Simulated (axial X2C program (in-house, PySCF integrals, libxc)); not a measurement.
# A two-component session on CoB: properties at the nuclei

Aim: properties at the nuclei of CoB, with spin–orbit coupling in the Hamiltonian from the start.

The runs use an in-house X2C program for linear molecules on PySCF integrals; two-component X2C with atomic mean-field terms, Co dyall-cv3z, B dyall-v3z.

All values are calculated.

### Step 1. The job

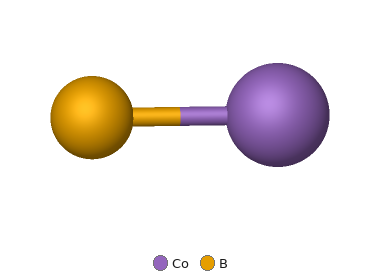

The two atoms at 1.960 Å (cobalt purple, boron amber).

The input, task.json:

```json
{
 "zs": [
  27,
  5
 ],
 "q": 0,
 "bas": [
  "dyall-cv3z",
  "dyall-v3z"
 ],
 "r0": 1.96,
 "levels": [
  "PBE0",
  "HF",
  "r2SCAN",
  "TPSSh",
  "B3LYP"
 ],
 "nst": 3
}
```

Keys: zs atomic numbers; q charge; bas basis sets; r0 starting distance in Å; levels methods (HF also brings MP2); nst determinants followed.

Command:

```
$ python soeom.py task.json out
```

Further steps of the session: Expectation values, lowest determinant; Expectation values, a higher determinant; Expectation values, a higher determinant.

Q: Predict the outcome of this session. Wanted: lowest determinant; Eeff magnitude; Ws magnitude Co; A∥/gI Co; qzz Co; higher determinant (for each run or level that gives them).

As calculated:

```
                                        quantity                                            value
                              lowest determinant   Ω = 3 (excess of +ω over −ω: ω = 1/2, ω = 5/2)
                    Eeff magnitude (GV/cm), PBE0                                            0.215
                     Ws magnitude Co (kHz), PBE0                                           0.0383
                            A∥/gI Co (MHz), PBE0                                              811
                             qzz Co (a.u.), PBE0                                            -0.69
                              higher determinant  Ω = 2 (excess of +ω over −ω: ω = -1/2, ω = 5/2)
Eeff magnitude (GV/cm), PBE0, higher determinant                                            0.449
 Ws magnitude Co (kHz), PBE0, higher determinant                                           0.0652
        A∥/gI Co (MHz), PBE0, higher determinant                                            -49.9
         qzz Co (a.u.), PBE0, higher determinant                                            -0.65
                              higher determinant  Ω = 1 (excess of +ω over −ω: ω = -1/2, ω = 3/2)
Eeff magnitude (GV/cm), PBE0, higher determinant                                            0.214
 Ws magnitude Co (kHz), PBE0, higher determinant                                            0.114
        A∥/gI Co (MHz), PBE0, higher determinant                                             -343
         qzz Co (a.u.), PBE0, higher determinant                                            -0.73
```

In the first state, the effective field runs from 0.215 to 1.28 GV/cm over the mean-field levels, so the levels don't agree on it. The expectation values come from single determinants, which for open shells can mix terms of unlike spin or miss the lowest Ω, so a determinant need not be a state. Eeff is the effective electric field on the electron dipole moment in this Ω state and Ws the scalar–pseudoscalar constant (defined with the proton number Z and per Ω); A∥ is the parallel hyperfine constant, which follows by multiplying with the nuclear g factor gI = μI/(I μN); qzz is the electric field gradient, eQq0 = 234.96 MHz × Q/barn × qzz; μ is positive if B is the positive end. The operators were transformed with the bare-nucleus X2C matrices. A second determinant lies within 0.1 eV of the first.
